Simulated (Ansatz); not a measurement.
**Geometry relaxation, with input and output: SnNH$_{7}$O (part 2 of 2)**

Continued. System: SnNH$_{7}$O. Method: RKS CAM-B3LYP-D4/def2-SVP (Ansatz 0.2.0). It belongs to a series of runs on one base structure; here: end point A relaxed.

Geometry of the input (Å):
```
Sn -0.0644  -0.2401  -0.0353
H  -0.0530  -0.0951  1.6886
H  1.5147  -0.2981  -0.6668
O  -0.8430  1.4539  -0.7310
H  -1.7395  1.3724  -1.0711
H  -1.0340  -1.5430  -0.5772
N  0.9335  2.4899  1.5299
H  1.8450  2.4489  1.0727
H  0.2241  2.5968  0.8017
H  0.7614  1.5666  1.9687
```

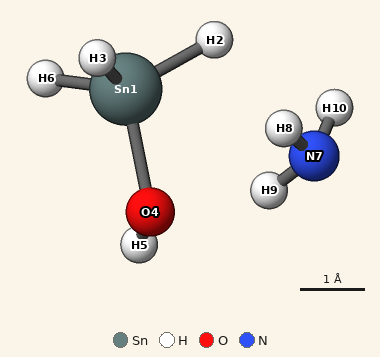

Figure 1. The geometry at step 4 of the log (ball-and-stick view, seen at a tilt; atoms are numbered from 1 in the order of the input).

**What the program printed, continued**
```
relax step   8: F+E_penalty+E_count = -9477.32787504 eV  Δ(F+E_penalty+E_count) = -1.107e-3 eV  max|allowed force component| = 8.549e-2 eV/Å  Δτ_max = 0.0547 Å  (28 SCF iters, accepted)
these checks for a lower state are left out or cut short: starts, cluster_reference, orbital_swaps, neighbouring_geometries, increment
1052 factors; integrals over basis functions are off by at most 3.4e-4 eV
316 factors; integrals over basis functions are off by at most 8.7e-7 eV
mean field -9477.20115695 eV, -348.2807186401 hartree, gradient 1.3e-5 eV, S^2 0.000000; 0 other end points of the search recorded, 0 dependent functions left out
the calculation of the forces begins
reference -9477.20128836 eV, -348.2807234693 hartree; 22, 22 occupied and 67, 67 virtual orbitals, 1052 factors
relax step   9: F+E_penalty+E_count = -9477.32802502 eV  Δ(F+E_penalty+E_count) = -1.500e-4 eV  max|allowed force component| = 6.189e-2 eV/Å  Δτ_max = 0.0439 Å  (29 SCF iters, accepted)
these checks for a lower state are left out or cut short: starts, cluster_reference, orbital_swaps, neighbouring_geometries, increment
1052 factors; integrals over basis functions are off by at most 3.4e-4 eV
316 factors; integrals over basis functions are off by at most 8.7e-7 eV
mean field -9477.20141192 eV, -348.2807280103 hartree, gradient 1.4e-5 eV, S^2 0.000000; 0 other end points of the search recorded, 0 dependent functions left out
the calculation of the forces begins
reference -9477.20154325 eV, -348.2807328364 hartree; 22, 22 occupied and 67, 67 virtual orbitals, 1052 factors
relax step  10: F+E_penalty+E_count = -9477.32847510 eV  Δ(F+E_penalty+E_count) = -4.501e-4 eV  max|allowed force component| = 2.172e-2 eV/Å  Δτ_max = 0.0170 Å  (23 SCF iters, accepted)
1052 factors; integrals over basis functions are off by at most 3.4e-4 eV
316 factors; integrals over basis functions are off by at most 8.7e-7 eV
mean field -9477.20141192 eV, -348.2807280103 hartree, gradient 1.4e-5 eV, S^2 0.000000; 1 other end points of the search recorded, 0 dependent functions left out
the calculation of the forces begins
reference -9477.20154325 eV, -348.2807328364 hartree; 22, 22 occupied and 67, 67 virtual orbitals, 1052 factors
Total energy: -9477.32860642 eV, -348.2854023219 hartree
Atom 0 at    -0.100146    -0.373068    -0.060197 Å, force     0.009273    -0.009234     0.013331 eV/Å
Atom 1 at    -0.336844    -0.590842     1.618093 Å, force     0.002417     0.001331    -0.007170 eV/Å
Atom 2 at     1.541384    -0.302269    -0.497096 Å, force    -0.007692     0.001472     0.002016 eV/Å
Atom 3 at    -0.830808     1.404645    -0.595435 Å, force    -0.016850     0.000270    -0.011050 eV/Å
Atom 4 at    -1.783366     1.411539    -0.749645 Å, force     0.009901     0.003253     0.002999 eV/Å
Atom 5 at    -0.957149    -1.556993    -0.953292 Å, force     0.000938     0.004067    -0.001116 eV/Å
Atom 6 at     1.020148     2.703872     1.371836 Å, force     0.002373    -0.012527     0.008780 eV/Å
Atom 7 at     1.896929     2.370711     0.974719 Å, force    -0.021719     0.003872     0.003428 eV/Å
Atom 8 at     0.281091     2.551724     0.681726 Å, force     0.012755     0.002586    -0.005814 eV/Å
Atom 9 at     0.813662     2.132981     2.189391 Å, force     0.008605     0.004910    -0.005405 eV/Å
Dipole moment:    -0.213962    -0.658367    -0.060797 e Å
```

**Trajectory as extended XYZ (Å, eV, eV/Å), 10 frames, from step=1 to step=10**
```
10
Properties=species:S:1:pos:R:3:forces:R:3 step=1 energy=-9477.18229
Sn   -0.0644   -0.2401   -0.0353    0.0690  -0.0281   0.2985
H    -0.0530   -0.0951    1.6886   -0.1461  -0.3631  -0.3411
H     1.5147   -0.2981   -0.6668    0.0112  -0.0200   0.0019
O    -0.8430    1.4539   -0.7310    0.0710   0.0540   0.0184
H    -1.7395    1.3724   -1.0711   -0.1124  -0.0138  -0.0292
H    -1.0340   -1.5430   -0.5772   -0.0306   0.0142  -0.0044
N     0.9335    2.4899    1.5299   -0.0715  -0.6140   0.2782
H     1.8450    2.4489    1.0727   -0.0762  -0.0083   0.0329
H     0.2241    2.5968    0.8017    0.0257   0.0228  -0.0056
H     0.7614    1.5666    1.9687    0.2598   0.9564  -0.2496
10
Properties=species:S:1:pos:R:3:forces:R:3 step=2 energy=-9477.26577
Sn   -0.0675   -0.2679   -0.0493   -0.0213  -0.0605  -0.0744
H    -0.1256   -0.2715    1.6491   -0.0025  -0.0210   0.1139
H     1.5167   -0.3144   -0.6716   -0.0273  -0.0013   0.0238
O    -0.8418    1.4402   -0.7275    0.0799   0.0235   0.0744
H    -1.7425    1.3696   -1.0637   -0.0236  -0.0286   0.0199
H    -1.0534   -1.5509   -0.6012   -0.0223  -0.0248  -0.1352
N     0.9610    2.5691    1.5259   -0.1447  -0.3775   0.0199
H     1.8601    2.4714    1.0535   -0.0544   0.0051   0.0265
H     0.2354    2.5994    0.8024    0.0901   0.0378   0.0619
H     0.8025    1.7074    2.0624    0.1262   0.4474  -0.1307
10
Properties=species:S:1:pos:R:3:forces:R:3 step=3 energy=-9477.28773
Sn   -0.0758   -0.3370   -0.0704    0.0948  -0.0331  -0.0732
H    -0.1727   -0.3668    1.6259   -0.0081  -0.0682   0.1204
H     1.5231   -0.3674   -0.6573   -0.0417  -0.0158   0.0376
O    -0.7820    1.4148   -0.7048   -0.9965   0.0439  -0.1980
H    -1.7512    1.4064   -0.8772    0.9408   0.0336   0.1705
H    -1.0542   -1.5720   -0.7400   -0.0018   0.0062  -0.0417
N     0.9549    2.6469    1.4767   -0.0728  -0.5478   0.0492
H     1.8724    2.4645    1.0574   -0.2227   0.0351   0.1376
H     0.2601    2.5797    0.7174    0.1967  -0.0474   0.3279
H     0.7704    1.8831    2.1525    0.1113   0.5935  -0.5302
10
Properties=species:S:1:pos:R:3:forces:R:3 step=4 energy=-9477.29080
Sn   -0.0770   -0.3405   -0.0932    0.0243  -0.0419   0.0021
H    -0.1603   -0.3780    1.6083   -0.0132  -0.0495   0.0485
H     1.5188   -0.3742   -0.6832   -0.0167   0.0135   0.0186
O    -0.7993    1.4076   -0.7259   -0.1459   0.0157   0.0073
H    -1.7536    1.4030   -0.8890    0.1700   0.0139   0.0428
H    -1.0529   -1.5775   -0.7618   -0.0052   0.0022  -0.0400
N     0.9762    2.6773    1.4640   -0.2130  -0.7745   0.2071
H     1.8654    2.3835    1.0393   -0.3096   0.0895   0.2396
H     0.2436    2.5113    0.7541    0.2699   0.1373   0.2944
H     0.7840    2.0400    2.2675    0.2393   0.5938  -0.8204
10
Properties=species:S:1:pos:R:3:forces:R:3 step=5 energy=-9477.32413
Sn   -0.0786   -0.3592   -0.0591   -0.0395   0.0261  -0.0655
H    -0.2213   -0.5200    1.6332   -0.0144   0.0041   0.0217
H     1.5375   -0.3587   -0.5903   -0.0094   0.0158   0.0135
O    -0.7959    1.4176   -0.6263   -0.0169  -0.0282   0.0238
H    -1.7388    1.4202   -0.8341    0.0392  -0.0212   0.0159
H    -1.0269   -1.5412   -0.8583    0.0135  -0.0037  -0.0030
N     0.9835    2.6890    1.4136   -0.0094  -0.0242  -0.0866
H     1.8562    2.3756    0.9916    0.0186   0.0259   0.0134
H     0.2456    2.5616    0.7161    0.0206   0.0190   0.0080
H     0.7837    2.0675    2.1936   -0.0024  -0.0137   0.0588
10
Properties=species:S:1:pos:R:3:forces:R:3 step=6 energy=-9477.32586
Sn   -0.0914   -0.3726   -0.0634   -0.0030   0.0010  -0.0304
H    -0.2471   -0.5400    1.6289   -0.0137  -0.0064  -0.0030
H     1.5295   -0.3557   -0.5788   -0.0088   0.0024   0.0111
O    -0.8043    1.4087   -0.6149   -0.0191  -0.0147   0.0024
H    -1.7478    1.4123   -0.8182    0.0212   0.0011   0.0128
H    -1.0258   -1.5521   -0.8848    0.0192   0.0123   0.0134
N     0.9868    2.7025    1.4113    0.0512   0.0055  -0.1365
H     1.8826    2.4223    1.0138   -0.0199   0.0198   0.0219
H     0.2710    2.5478    0.6969   -0.0090   0.0275   0.0159
H     0.7915    2.0791    2.1894   -0.0182  -0.0485   0.0924
10
Properties=species:S:1:pos:R:3:forces:R:3 step=7 energy=-9477.32677
Sn   -0.0926   -0.3757   -0.0659    0.0008  -0.0111   0.0048
H    -0.2668   -0.5547    1.6242   -0.0026  -0.0045  -0.0086
H     1.5327   -0.3493   -0.5666   -0.0103   0.0021   0.0093
O    -0.8062    1.4074   -0.6070   -0.0087  -0.0074  -0.0106
H    -1.7516    1.4130   -0.7990   -0.0049   0.0054   0.0034
H    -1.0147   -1.5571   -0.8981    0.0173   0.0179   0.0031
N     0.9935    2.7061    1.4038    0.0581  -0.0013  -0.1137
H     1.8863    2.4123    1.0080   -0.0493   0.0225   0.0271
H     0.2737    2.5575    0.6917    0.0128   0.0080   0.0270
H     0.7906    2.0928    2.1889   -0.0132  -0.0316   0.0583
10
Properties=species:S:1:pos:R:3:forces:R:3 step=8 energy=-9477.32788
Sn   -0.0998   -0.3786   -0.0622    0.0299  -0.0239   0.0129
H    -0.3059   -0.5847    1.6222   -0.0089  -0.0025  -0.0229
H     1.5359   -0.3281   -0.5249   -0.0073   0.0048   0.0057
O    -0.8194    1.4033   -0.5952   -0.0079   0.0131  -0.0096
H    -1.7686    1.4107   -0.7661   -0.0167   0.0074  -0.0021
H    -0.9816   -1.5558   -0.9416    0.0034   0.0098   0.0154
N     1.0113    2.7102    1.3833    0.0432  -0.0323  -0.0369
H     1.8941    2.3851    0.9883   -0.0855   0.0233   0.0305
H     0.2782    2.5629    0.6848    0.0396  -0.0076   0.0200
H     0.8008    2.1273    2.1915    0.0102   0.0079  -0.0130
10
Properties=species:S:1:pos:R:3:forces:R:3 step=9 energy=-9477.32803
Sn   -0.0981   -0.3754   -0.0629   -0.0076  -0.0344   0.0308
H    -0.3434   -0.6059    1.6134    0.0184   0.0169  -0.0113
H     1.5448   -0.3023   -0.4970   -0.0256  -0.0037   0.0035
O    -0.8298    1.4026   -0.5933   -0.0209   0.0145  -0.0126
H    -1.7825    1.4085   -0.7471    0.0155   0.0042   0.0038
H    -0.9646   -1.5556   -0.9530    0.0202   0.0072  -0.0138
N     1.0215    2.7092    1.3704    0.0232  -0.0306   0.0020
H     1.9003    2.3743    0.9769   -0.0619   0.0142   0.0175
H     0.2828    2.5527    0.6805    0.0252   0.0017  -0.0006
H     0.8139    2.1442    2.1922    0.0135   0.0100  -0.0192
10
Properties=species:S:1:pos:R:3:forces:R:3 step=10 energy=-9477.32848
Sn   -0.1001   -0.3731   -0.0602    0.0093  -0.0092   0.0133
H    -0.3368   -0.5908    1.6181    0.0024   0.0013  -0.0072
H     1.5414   -0.3023   -0.4971   -0.0077   0.0015   0.0020
O    -0.8308    1.4046   -0.5954   -0.0169   0.0003  -0.0111
H    -1.7834    1.4115   -0.7496    0.0099   0.0033   0.0030
H    -0.9571   -1.5570   -0.9533    0.0009   0.0041  -0.0011
N     1.0201    2.7039    1.3718    0.0024  -0.0125   0.0088
H     1.8969    2.3707    0.9747   -0.0217   0.0039   0.0034
H     0.2811    2.5517    0.6817    0.0128   0.0026  -0.0058
H     0.8137    2.1330    2.1894    0.0086   0.0049  -0.0054
```

**Key numbers**

```json
{"quantity": "outcome", "value": "converged"}
{"quantity": "total energy", "value": "−9477.3286 eV"}
{"quantity": "mean-field energy", "value": "−9477.2015 eV"}
{"quantity": "largest force (length of the vector) at the end", "value": "0.022 eV/Å"}
{"quantity": "hardware", "value": "2 threads of Arm Neoverse V2, 24 GiB of memory available, shared host"}
{"quantity": "wall time", "value": "24 s (CPU time 45 s)"}
{"quantity": "peak memory", "value": "0.21 GiB"}
```
